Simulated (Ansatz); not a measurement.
**Fields on a plane of Mo3Si (A15, Cr3Si type)**

```
Mo3Si
1.0
    4.88448     0.00000     0.00000
    0.00000     4.88448     0.00000
    0.00000     0.00000     4.88448
Si Mo
2 6
Direct
  0.50000   0.50000   0.50000
  0.00000   0.00000   0.00000
  0.00000   0.50000   0.25000
  0.00000   0.50000   0.75000
  0.25000   0.00000   0.50000
  0.75000   0.00000   0.50000
  0.50000   0.25000   0.00000
  0.50000   0.75000   0.00000
```

The slice is a {210} plane (indices of the conventional cell) through the point (0.250, 0.000, 0.500) (fractional), spanned by u = [100] and v = [021] in vectors of this cell: u (4.88 Å) and v (10.92 Å, at 90° to u). It covers one period; positions are fractions (u, v).

Atoms on it: Si at (0.75, 0.50); Mo at (0.75, 0.75); Mo at (0.75, 0.25); Mo at (0.00, 0.00); Mo at (0.50, 0.00). Other atoms lie within 1 Å of the plane.

Level of theory: r2SCAN (plane waves to 500 eV, PAW, scalar-relativistic; Ansatz, a first-principles code). k mesh 10×10×10. These are valence fields of a PAW run, semicore shells included where kept as valence: close to a nucleus they are smooth pseudo fields. Mo3Si is run without spin polarisation. Mo3Si was relaxed with its symmetry unable to fall.

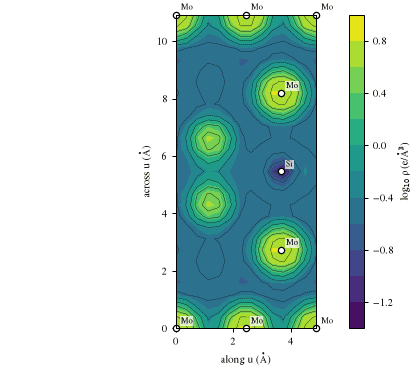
Log₁₀ of the valence density in e/Å³, one period of the plane, atoms marked. The scale is logarithmic, as a density can span decades between atoms and voids.

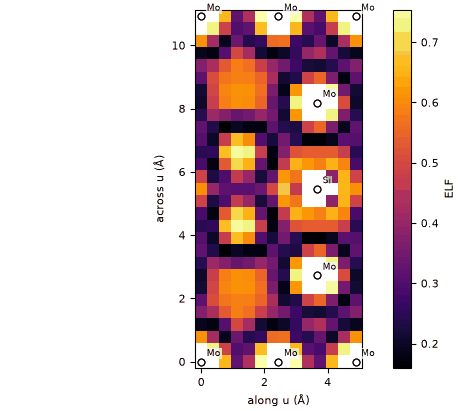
*Electron localisation function (ELF), one period of the plane, atoms marked. Points within 0.5 Å of a nucleus are left white, as the pseudised field means little there.*
